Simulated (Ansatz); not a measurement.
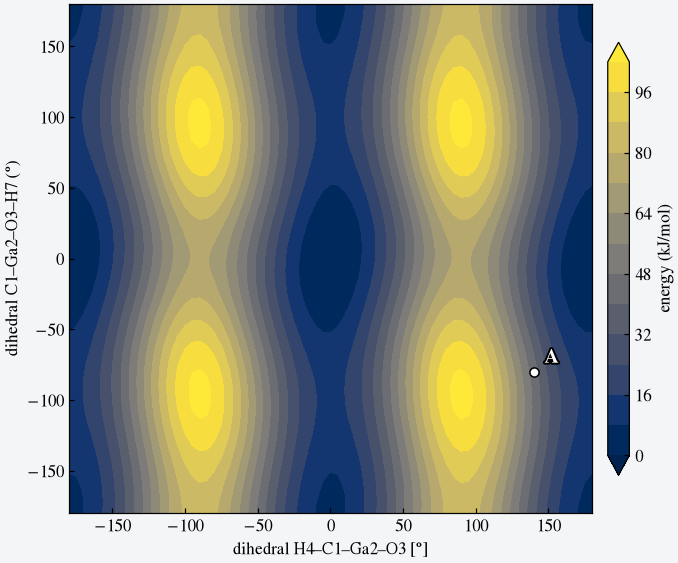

CH4GaO, SMILES [CH2-][GaH][OH], charge −1. Coordinates scanned: (1) dihedral H4–C1–Ga2–O3; (2) dihedral C1–Ga2–O3–H7. Nothing is relaxed (all other coordinates rigid). The grid has 18 × 18 points; 164 points were computed and 160 follow by symmetry. Points are written as (first, second). All energies are given in kJ/mol relative to the lowest grid point. Level of theory: RHF/def2-SVPD (Ansatz 0.2.0).

Drawn: filled contours, one colour for all values above the top of the scale, the point A. Between grid points the surface is interpolated.

### Is A at rest? If not, where is it pushed?

A, at (140°, −80°), is not a stationary point. The computed force is 1.4 kJ/mol for each degree towards larger values of dihedral H4–C1–Ga2–O3 and 0.23 kJ/mol for each degree towards larger values of dihedral C1–Ga2–O3–H7.
